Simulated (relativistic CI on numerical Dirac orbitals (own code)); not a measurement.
# Er³⁴⁺: one ion under different settings

Aim: see what numerical and physical settings do to the SCF, the total energy and the lowest levels of Er³⁴⁺.

The numbers are computed with relativistic CI on numerical Dirac orbitals (own code) version 3 (Dirac-Coulomb-Breit CI, KLI orbitals optimised for each configuration, model QED (radiative potential, 1s self-energy scaled to tabulated hydrogen-like ionisation energies), numerical settings as typed), except any that are marked as measured or tabulated.

## 1. The atom as given

| Property | Result |
| --- | --- |
| ion | Er³⁴⁺ (Er XXXV) |
| nuclear charge | 68 |
| electrons | 34 |
| isotope | A = 166 |

## 2. The usual input

Settings of the run:

```ini
atom Er  Z=68  charge=34  electrons=34
nucleus A=166  rms_radius_fm=5.2516
hamiltonian dirac-coulomb  breit=on  qed=on  c_scale=1
orbitals kli  potential=per-configuration
slater_scale 1
correlation none
mixing on
grid step=0.0125 r_max=4.3
scf mixing=0.4 start=green max_iterations=150 tolerance=2e-08 node_fill=0.05
configurations
  [Ar] 3d10 4s2 4p4
end
```

Run with:

```sh
python run_levels.py task.json out
```

task.json lists these runs, among others, and the program works through them in turn.

From the run's result record (rounded, not every field):

```text
status: converged
levels [i, E_cm, J2, conf, term, w_term, w_jj]:
  - [0, 0, 4, "4p4", "3P", 0.7123, 0.9976]
  - [1, 66934.394, 0, "4p4", "1S", 0.6023, 0.9955]
  - [2, 465095.54, 2, "4p4", "3P", 1, 1]
  - [3, 501035.88, 4, "4p4", "1D", 0.7123, 0.9976]
  - [4, 995282.21, 0, "4p4", "3P", 0.6023, 0.9955]
total_energy [Ha]: -12424.212442
n_levels_all: 5
overlap: 1.00141e-11
scf_iterations: [10]
orbital_energies [Ha]: {"1s": -2155.84, "2s": -405.045, "2p1/2": -388.325, "2p3/2": -354.651, "3s": -129.007, "3p1/2": -121.786, "3p3/2": -114.482, "3d3/2": -102.368, "3d5/2": -100.755, "4s": -59.1866, "4p1/2": -56.156, "4p3/2": -53.9222}
configurations [conf, odd, states, E_av_Ha, breit_Ha, qed_Ha]:
  - ["4p4", 0, 15, -12443.87372, 12.54, 8.629]
scf_steps of the first configuration [iteration, E_Ha, residual, outer_eigenvalue_Ha]:
  - [1, -12284.06663, 6.58, -80.9]
  - [2, -12396.3516, 3.64, -67.76]
  - [3, -12443.596, 0.212, -54.26]
  - [4, -12443.78981, 0.149, -54.42]
  - [5, -12443.87369, 0.00135, -53.92]
  - [6, -12443.87373, 0.000342, -53.92]
  - [7, -12443.87372, 6.28e-06, -53.92]
  - [8, -12443.87372, 2.54e-07, -53.92]
  - [9, -12443.87372, 2.37e-07, -53.92]
  - [10, -12443.87372, 7.29e-10, -53.92]
```

It took 0.064 s on 1 thread, shared host.

## 3. Breit term off, grid step 0.02, start potential thomas-fermi

Settings of the run:

```ini
atom Er  Z=68  charge=34  electrons=34
nucleus A=166  rms_radius_fm=5.2516
hamiltonian dirac-coulomb  breit=off  qed=on  c_scale=1
orbitals kli  potential=per-configuration
slater_scale 1
correlation none
mixing on
grid step=0.02 r_max=4.3
scf mixing=0.4 start=thomas-fermi max_iterations=150 tolerance=2e-08 node_fill=0.05
configurations
  [Ar] 3d10 4s2 4p4
end
```

Main fields:

```text
status: converged
levels [i, E_cm, J2, conf, term, w_term]:
  - [0, 0, 4, "4p4", "3P", 0.7117]
  - [1, 66635.839, 0, "4p4", "1S", 0.6032]
  - [2, 470403.76, 2, "4p4", "3P", 1]
  - [3, 506578.28, 4, "4p4", "1D", 0.7117]
  - [4, 1005911.7, 0, "4p4", "3P", 0.6032]
total_energy [Ha]: -12436.768577
n_levels_all: 5
overlap: 2.7453e-10
scf_iterations: [10]
orbital_energies [Ha]: {"1s": -2155.84, "2s": -405.045, "2p1/2": -388.325, "2p3/2": -354.651, "3s": -129.007, "3p1/2": -121.786, "3p3/2": -114.482, "3d3/2": -102.368, "3d5/2": -100.755, "4s": -59.1866, "4p1/2": -56.156, "4p3/2": -53.9222}
configurations [conf, odd, states, E_av_Ha, breit_Ha, qed_Ha]:
  - ["4p4", 0, 15, -12443.87354, 0, 8.629]
scf_steps of the first configuration [iteration, E_Ha, residual, outer_eigenvalue_Ha]:
  - [1, -12335.67993, 3.87, -47.4]
  - [2, -12421.07401, 1.69, -50.79]
  - [3, -12443.763, 0.102, -53.85]
  - [4, -12443.85618, 0.0696, -54.04]
  - [5, -12443.87333, 0.00172, -53.92]
  - [6, -12443.87362, 0.00159, -53.92]
  - [7, -12443.87354, 2.6e-05, -53.92]
  - [8, -12443.87354, 2.13e-06, -53.92]
  - [9, -12443.87354, 3.45e-07, -53.92]
  - [10, -12443.87354, 4.1e-09, -53.92]
```

It took 0.037 s on 1 thread, shared host.

## 4. QED terms off, Slater scale 0.6, start potential bare

Settings of the run:

```ini
atom Er  Z=68  charge=34  electrons=34
nucleus A=166  rms_radius_fm=5.2516
hamiltonian dirac-coulomb  breit=on  qed=off  c_scale=1
orbitals kli  potential=per-configuration
slater_scale 0.6
correlation none
mixing on
grid step=0.0125 r_max=4.3
scf mixing=0.4 start=bare max_iterations=150 tolerance=2e-08 node_fill=0.05
configurations
  [Ar] 3d10 4s2 4p4
end
```

Main fields:

```text
status: converged
levels [i, E_cm, J2, conf, term, w_term]:
  - [0, 0, 4, "4p4", "3P", 0.6948]
  - [1, 41027.268, 0, "4p4", "1S", 0.6288]
  - [2, 470676.83, 2, "4p4", "3P", 1]
  - [3, 491856.07, 4, "4p4", "1D", 0.6948]
  - [4, 979997.54, 0, "4p4", "3P", 0.6288]
total_energy [Ha]: -12432.81989
n_levels_all: 5
overlap: 1.00164e-11
scf_iterations: [11]
orbital_energies [Ha]: {"1s": -2155.84, "2s": -405.045, "2p1/2": -388.325, "2p3/2": -354.651, "3s": -129.007, "3p1/2": -121.786, "3p3/2": -114.482, "3d3/2": -102.368, "3d5/2": -100.755, "4s": -59.1866, "4p1/2": -56.156, "4p3/2": -53.9222}
configurations [conf, odd, states, E_av_Ha, breit_Ha, qed_Ha]:
  - ["4p4", 0, 15, -12443.87372, 12.54, 0]
scf_steps of the first configuration [iteration, E_Ha, residual, outer_eigenvalue_Ha]:
  - [1, -12117.58949, 11, -147.4]
  - [2, -12336.03426, 6.8, -104.8]
  - [3, -12439.87068, 0.923, -53.44]
  - [4, -12441.81548, 0.711, -55.69]
  - [5, -12443.87322, 0.0025, -53.92]
  - [6, -12443.8738, 0.00135, -53.92]
  - [7, -12443.87372, 9.87e-05, -53.92]
  - [8, -12443.87372, 6.19e-07, -53.92]
  - [9, -12443.87372, 1.77e-06, -53.92]
  - [10, -12443.87372, 2.69e-08, -53.92]
  - [11, -12443.87372, 3.94e-09, -53.92]
```

It took 0.039 s on 1 thread, shared host.

## 5. Node fill 0.5, end of the grid 6.45

Settings of the run:

```ini
atom Er  Z=68  charge=34  electrons=34
nucleus A=166  rms_radius_fm=5.2516
hamiltonian dirac-coulomb  breit=on  qed=on  c_scale=1
orbitals kli  potential=per-configuration
slater_scale 1
correlation none
mixing on
grid step=0.0125 r_max=6.45
scf mixing=0.4 start=green max_iterations=150 tolerance=2e-08 node_fill=0.5
configurations
  [Ar] 3d10 4s2 4p4
end
```

Main fields:

```text
status: converged
levels [i, E_cm, J2, conf, term, w_term]:
  - [0, 0, 4, "4p4", "3P", 0.7121]
  - [1, 66746.707, 0, "4p4", "1S", 0.6026]
  - [2, 466014.13, 2, "4p4", "3P", 1]
  - [3, 501846.44, 4, "4p4", "1D", 0.7121]
  - [4, 996903.33, 0, "4p4", "3P", 0.6026]
total_energy [Ha]: -12424.229597
n_levels_all: 5
overlap: 9.99855e-12
scf_iterations: [10]
orbital_energies [Ha]: {"1s": -2152.26, "2s": -403.371, "2p1/2": -386.436, "2p3/2": -352.896, "3s": -128.278, "3p1/2": -121.004, "3p3/2": -113.747, "3d3/2": -101.57, "3d5/2": -99.9756, "4s": -58.9361, "4p1/2": -55.8875, "4p3/2": -53.6809}
configurations [conf, odd, states, E_av_Ha, breit_Ha, qed_Ha]:
  - ["4p4", 0, 15, -12443.83937, 12.5, 8.621]
scf_steps of the first configuration [iteration, E_Ha, residual, outer_eigenvalue_Ha]:
  - [1, -12284.06663, 6.69, -80.9]
  - [2, -12397.59733, 3.7, -67.63]
  - [3, -12443.34171, 0.22, -54.04]
  - [4, -12443.86284, 0.153, -54.19]
  - [5, -12443.83958, 0.000912, -53.68]
  - [6, -12443.83913, 0.000334, -53.68]
  - [7, -12443.83936, 2.04e-05, -53.68]
  - [8, -12443.83937, 1.86e-07, -53.68]
  - [9, -12443.83937, 5.73e-07, -53.68]
  - [10, -12443.83937, 6.46e-10, -53.68]
```

Wall time 0.064 s (1 thread, shared host).

## 6. Grid step 0.02, iteration limit 30, tolerance 1e-06

Changes to the settings of step 5:

```diff
@@ -7,4 +7,4 @@
 mixing on
-grid step=0.0125 r_max=6.45
-scf mixing=0.4 start=green max_iterations=150 tolerance=2e-08 node_fill=0.5
+grid step=0.02 r_max=4.3
+scf mixing=0.4 start=green max_iterations=30 tolerance=1e-06 node_fill=0.05
 configurations
```

Main fields:

```text
status: converged
levels [i, E_cm, J2, conf, term, w_term]:
  - [0, 0, 4, "4p4", "3P", 0.7123]
  - [1, 66934.394, 0, "4p4", "1S", 0.6023]
  - [2, 465095.53, 2, "4p4", "3P", 1]
  - [3, 501035.87, 4, "4p4", "1D", 0.7123]
  - [4, 995282.19, 0, "4p4", "3P", 0.6023]
total_energy [Ha]: -12424.212277
n_levels_all: 5
overlap: 2.74532e-10
scf_iterations: [8]
orbital_energies [Ha]: {"1s": -2155.84, "2s": -405.045, "2p1/2": -388.325, "2p3/2": -354.651, "3s": -129.007, "3p1/2": -121.786, "3p3/2": -114.482, "3d3/2": -102.368, "3d5/2": -100.755, "4s": -59.1866, "4p1/2": -56.156, "4p3/2": -53.9222}
configurations [conf, odd, states, E_av_Ha, breit_Ha, qed_Ha]:
  - ["4p4", 0, 15, -12443.87354, 12.54, 8.629]
scf_steps of the first configuration [iteration, E_Ha, residual, outer_eigenvalue_Ha]:
  - [1, -12284.06645, 6.58, -80.9]
  - [2, -12396.35142, 3.64, -67.76]
  - [3, -12443.59583, 0.212, -54.26]
  - [4, -12443.78967, 0.149, -54.42]
  - [5, -12443.87351, 0.00134, -53.92]
  - [6, -12443.87355, 0.000336, -53.92]
  - [7, -12443.87354, 5.98e-06, -53.92]
  - [8, -12443.87354, 2.58e-07, -53.92]
```

Run time: 0.037 s. Hardware: 1 thread, shared host.

## 7. Tolerance 0.05

Changes to the settings of step 6:

```diff
@@ -7,4 +7,4 @@
 mixing on
-grid step=0.02 r_max=4.3
-scf mixing=0.4 start=green max_iterations=30 tolerance=1e-06 node_fill=0.05
+grid step=0.0125 r_max=4.3
+scf mixing=0.4 start=green max_iterations=71 tolerance=0.05 node_fill=0.05
 configurations
```

Main fields:

```text
status: converged
levels [i, E_cm, J2, conf, term, w_term]:
  - [0, 0, 4, "4p4", "3P", 0.7123]
  - [1, 66930.986, 0, "4p4", "1S", 0.6023]
  - [2, 465105.43, 2, "4p4", "3P", 1]
  - [3, 501043.94, 4, "4p4", "1D", 0.7123]
  - [4, 995298.4, 0, "4p4", "3P", 0.6023]
total_energy [Ha]: -12424.213005
n_levels_all: 5
overlap: 1.03732e-11
scf_iterations: [5]
orbital_energies [Ha]: {"1s": -2155.78, "2s": -405.031, "2p1/2": -388.307, "2p3/2": -354.635, "3s": -128.995, "3p1/2": -121.774, "3p3/2": -114.47, "3d3/2": -102.359, "3d5/2": -100.746, "4s": -59.1835, "4p1/2": -56.1527, "4p3/2": -53.9194}
configurations [conf, odd, states, E_av_Ha, breit_Ha, qed_Ha]:
  - ["4p4", 0, 15, -12443.87369, 12.54, 8.629]
scf_steps of the first configuration [iteration, E_Ha, residual, outer_eigenvalue_Ha]:
  - [1, -12284.06663, 6.58, -80.9]
  - [2, -12396.3516, 3.64, -67.76]
  - [3, -12443.596, 0.212, -54.26]
  - [4, -12443.78981, 0.149, -54.42]
  - [5, -12443.87369, 0.00135, -53.92]
```

Run time: 0.054 s. Hardware: 1 thread, shared host.

This setting is unsound; the numbers are not properties of the ion.

## 8. Nuclear radius 5251.6

Settings of the run:

```ini
atom Er  Z=68  charge=34  electrons=34
nucleus A=166  rms_radius_fm=5251.6000
hamiltonian dirac-coulomb  breit=on  qed=on  c_scale=1
orbitals kli  potential=per-configuration
slater_scale 1
correlation none
mixing on
grid step=0.0125 r_max=4.3
scf mixing=0.4 start=green max_iterations=82 tolerance=2e-08 node_fill=0.05
configurations
  [Ar] 3d10 4s2 4p4
end
```

Main fields:

```text
status: converged
levels [i, E_cm, J2, conf, term, w_term]:
  - [0, 0, 4, "4p4", "3P", 0.9842]
  - [1, 9389.6007, 2, "4p4", "3P", 1]
  - [2, 12170.219, 0, "4p4", "3P", 0.9853]
  - [3, 48027.86, 4, "4p4", "1D", 0.9842]
  - [4, 112256.4, 0, "4p4", "1S", 0.9853]
total_energy [Ha]: -6231.8650591
n_levels_all: 5
overlap: 2.63755e-07
scf_iterations: [10]
orbital_energies [Ha]: {"1s": -369.225, "2s": -137.99, "2p1/2": -221.712, "2p3/2": -220.871, "3s": -63.4807, "3p1/2": -85.1994, "3p3/2": -85.0135, "3d3/2": -107.869, "3d5/2": -107.158, "4s": -35.9504, "4p1/2": -43.8642, "4p3/2": -43.8022}
configurations [conf, odd, states, E_av_Ha, breit_Ha, qed_Ha]:
  - ["4p4", 0, 15, -6233.691981, 1.733, 0.2135]
scf_steps of the first configuration [iteration, E_Ha, residual, outer_eigenvalue_Ha]:
  - [1, -6186.106201, 3.81, -57.72]
  - [2, -6219.590991, 2.13, -51.08]
  - [3, -6233.618177, 0.104, -43.93]
  - [4, -6233.683098, 0.0604, -43.98]
  - [5, -6233.691552, 0.00711, -43.78]
  - [6, -6233.691986, 0.000178, -43.8]
  - [7, -6233.691981, 2.69e-06, -43.8]
  - [8, -6233.691981, 2.26e-07, -43.8]
  - [9, -6233.691981, 5.78e-08, -43.8]
  - [10, -6233.691981, 3.09e-09, -43.8]
```

Run time: 0.062 s. Hardware: 1 thread, shared host.

A bad setting: its result is shown only for the comparison.

## 9. Comparison

| setting | total energy less usual (Ha) | largest shift of a level among the lowest eight of both runs, same label and place (cm⁻¹) | SCF iterations | time | lowest level | kind of change |
| --- | --- | --- | --- | --- | --- | --- |
| usual | 0 | 0 | 10 | 0.064 s | 4p4 [4p3/2^2] J=2 | - |
| Breit term off, grid step 0.02, start potential thomas-fermi | -12.6 | 10600 | 10 | 0.037 s | 4p4 [4p3/2^2] J=2 | model term |
| QED terms off, Slater scale 0.6, start potential bare | -8.61 | 25900 | 11 | 0.039 s | 4p4 [4p3/2^2] J=2 | model term |
| node fill 0.5, end of the grid 6.45 | -0.0172 | 1620 | 10 | 0.064 s | 4p4 [4p3/2^2] J=2 | numerical |
| grid step 0.02, iteration limit 30, tolerance 1e-06 | 0.000165 | 0.0216 | 8 | 0.037 s | 4p4 [4p3/2^2] J=2 | numerical |
| tolerance 0.05 | -0.000563 | 16.2 | 5 | 0.054 s | 4p4 [4p3/2^2] J=2 | unsound |
| nuclear radius 5251.6 | 6.19e+03 | 456000 | 10 | 0.062 s | 4p4 3P2 | unsound |

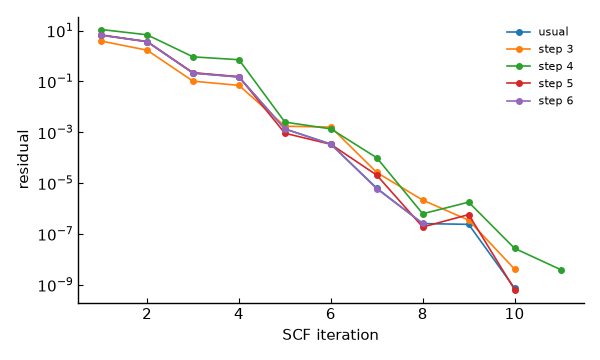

Residual of the first configuration's SCF.

## 10. Results

```
                    quantity              value
lowest level, usual settings  4p4 [4p3/2^2] J=2
                total energy     -12424.2124 Ha
            first excitation         66934 cm⁻¹
```

Among the runs whose levels can be followed, they move most under «nuclear radius 5251.6» (unsound), by up to 456000 cm⁻¹. Only the listed configurations are in the model.
